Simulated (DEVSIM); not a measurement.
System: abrupt Si n-p junction, at 300 K.

```csv
layer (left to right),material,thickness (μm),Nd (cm⁻³),Na (cm⁻³),τn (s),τp (s)
1,Si,23.0,1.2e15,-,7.9e-5,2.4e-5
2,Si,40.0,-,4.8e17,7.9e-5,7.9e-5
```

Left contact: ohmic. Right contact: ohmic. Voltage is applied to the left contact. Recombination: SRH at mid-gap. Gap narrowing is on: ΔEg = 6.92 meV × (l + √(l² + 0.5)), l = ln(N/1.3e17 cm⁻³), shared equally by both band edges. Mobility is μmin + (μ − μmin)/(1 + (N/Nref)^α).

The device is made up for the run: typed textbook-type constants, with dimensions and the other settings drawn at random. Values at 300 K.

```tsv
parameter	Si
gap (eV)	1.124
affinity (eV)	4.05
permittivity	11.7
Nc (cm⁻³)	2.86e19
Nv (cm⁻³)	3.1e19
μn (cm²/Vs)	1417
μp (cm²/Vs)	470
μn,min	52
μp,min	45
Nref,n	9.7e16
Nref,p	2.2e17
αn	0.68
αp	0.72
```

DEVSIM, 1D drift-diffusion, Boltzmann statistics, complete ionisation; no tunnelling, impact ionisation, image-force lowering or self-heating.

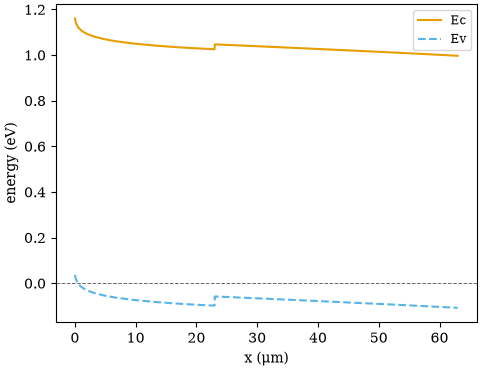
Band edges at -0.9 V on the left contact

Energies count from the Fermi level of the right contact; mesh points crowd at the junctions.

```csv
x (μm),Ec (eV),Ev (eV),n (cm⁻³),p (cm⁻³),field (V/cm)
0.000,1.161,0.037,1.2e15,98000,-1300
0.05120,1.154,0.030,1.5e15,4.6e14,-1200
0.2020,1.139,0.016,2.5e15,1.5e15,-770
0.6831,1.117,-0.006,5.3e15,4.1e15,-300
3.041,1.082,-0.042,1.7e16,1.6e16,-86
9.564,1.051,-0.073,4.8e16,4.7e16,-30
18.51,1.032,-0.092,9.1e16,9.0e16,-16
21.98,1.027,-0.097,1.1e17,1.1e17,-13
22.69,1.026,-0.098,1.1e17,1.1e17,-13
22.91,1.026,-0.098,1.1e17,1.1e17,-12
22.99,1.031,-0.093,9.2e16,1.3e17,5900
23.05,1.047,-0.058,4.9e16,5.3e17,≈ 0
23.19,1.047,-0.058,4.9e16,5.3e17,-12
23.66,1.046,-0.058,4.8e16,5.3e17,-12
26.05,1.043,-0.061,4.7e16,5.3e17,-12
32.22,1.036,-0.069,4.3e16,5.2e17,-12
49.15,1.015,-0.089,2.7e16,5.1e17,-13
58.41,1.003,-0.101,1.1e16,4.9e17,-13
62.00,0.998,-0.106,2.6e15,4.8e17,-14
62.70,0.997,-0.107,8.0e14,4.8e17,-14
62.92,0.997,-0.108,2.3e14,4.8e17,-14
63.00,0.997,-0.108,510,4.8e17,-14
```
